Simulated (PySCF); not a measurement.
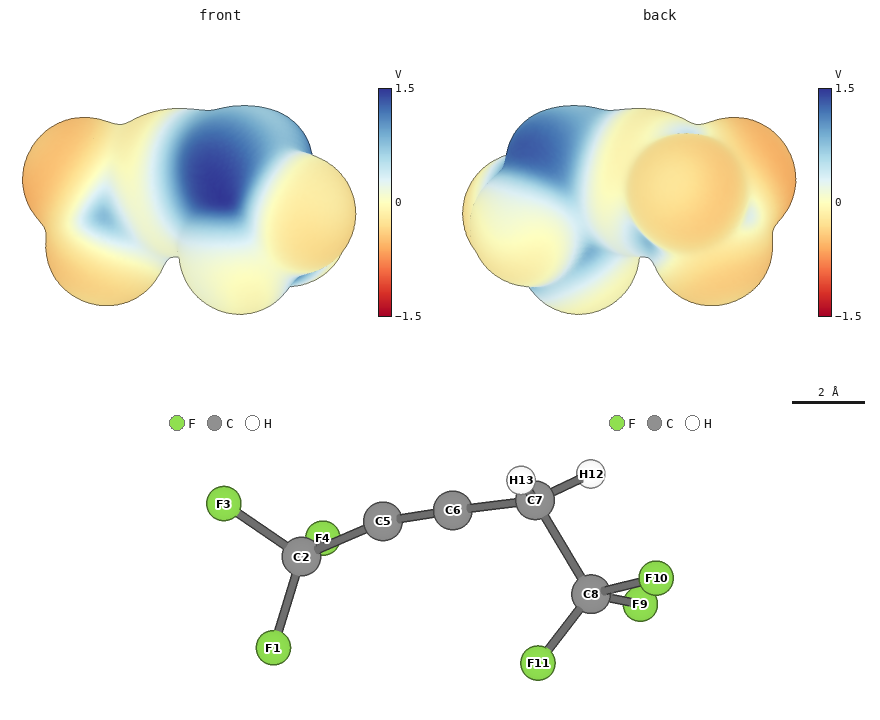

Figure. C5H2F6 (SMILES FC(F)(F)C#CCC(F)(F)F). The molecular electrostatic potential painted on the density surface at 0.001 e/bohr³, seen from the front and from behind; red is negative and blue positive. The bare structure is drawn below in the same view.

Geometry: GFN2-xTB, MD frame at 250 fs, 600 K.

Level of theory: PBE0/pcSseg-1, SCF density, gas phase, non-relativistic in PySCF.

```xyz
13

F     2.6656    1.1347    1.5570
C     2.5973    0.2182    0.5780
F     3.3364   -0.8374    0.9912
F     3.2073    0.7122   -0.4489
C     1.3313   -0.2512    0.0342
C     0.1868   -0.4482   -0.2649
C    -1.1441   -0.6297   -0.6162
C    -2.1204    0.5186   -0.1950
F    -1.9302    1.3938   -1.1791
F    -3.4261    0.0710   -0.2975
F    -1.9728    0.9000    1.0287
H    -1.2520   -0.3889   -1.6673
H    -1.5960   -1.4147   -0.0880
```

> Describe the electrostatic potential map.

The most negative region (about −0.6 V, or −14 kcal/mol for a unit charge) lies over F3, the most positive (about +1.5 V, or +35 kcal/mol for a unit charge) over C8 and H13.
